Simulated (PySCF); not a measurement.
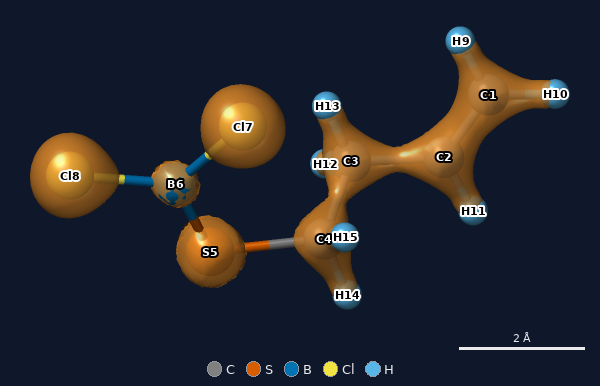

*C4H7BCl2S. Isosurface of the electron density at 1.5 e/Å³ (orange), seen at a tilt.*

Geometry: GFN2-xTB.

All numbers below come from PBE0/pcSseg-1, SCF density, gas phase, non-relativistic (PySCF).

The calculation's input:

```
{"job": {"kind": "nmr", "xc": "PBE0", "basis": "pcSseg-1"}, "charge": 0, "multiplicity": 1}
C     -2.416246     1.095764    -0.297934
C     -1.814446    -0.077995    -0.298770
C     -0.536576    -0.372001     0.425591
C      0.513912    -0.889111    -0.548947
S      2.057238    -1.400602     0.312131
B      2.934166     0.135520     0.589671
Cl     2.343721     1.670756     0.033447
Cl     4.449053     0.086992     1.425393
H     -2.012722     1.938605     0.238809
H     -3.339932     1.262305    -0.825072
H     -2.236506    -0.911965    -0.844199
H     -0.716296    -1.136391     1.186613
H     -0.172163     0.529407     0.920482
H      0.167556    -1.790418    -1.052406
H      0.774826    -0.132876    -1.286721
```

Run with:

```sh
OMP_NUM_THREADS=1 python probes_run.py task.json out
```

### What does this surface tell about the bonding?

At this value the surface falls into five separate pieces. It bridges the sampled C–C (1.32 Å) contacts, where the density stays above the isovalue. It is pinched off along the sampled B–Cl (1.73 Å), B–S (1.79 Å) and C–S (1.84 Å) contacts. On the grid the lowest density along these lines, outside the cores, is 2.3 e/Å³ (C–C, 1.32 Å), 1.1 e/Å³ (B–Cl, 1.73 Å), 1.1 e/Å³ (B–S, 1.79 Å) and 1.2 e/Å³ (C–S, 1.84 Å).
